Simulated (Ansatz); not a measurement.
# Hypothetical CsCl type TlAs: response to strain

The parent structure is TlAs in the CsCl type structure (space group Pm-3m, No. 221; a = 3.6016 Å; a hypothetical phase, not in the database extracts checked; relaxed with 0.1 eV smearing).

Strains are applied to the cell and any free atomic positions relax.

Calculations: PBEsol (Ansatz, an electronic-structure program; PAW; 420 eV plane waves; spin-orbit coupling left out).

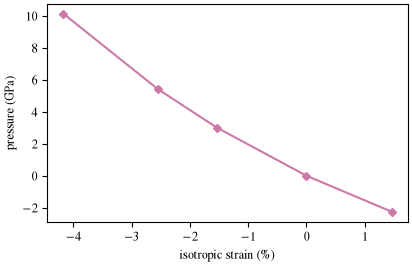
Figure. Pressure against isotropic strain

### Question
From the plot, what is the pressure for isotropic strain −1.54 %?

### Answer
About 3 GPa.

### Question
Is the trend monotonic over the range shown?

### Answer
Yes, it falls throughout, spanning -2.2 GPa to 10.1 GPa.

No phonon test of stability was made. The final runs are not spin-polarised.
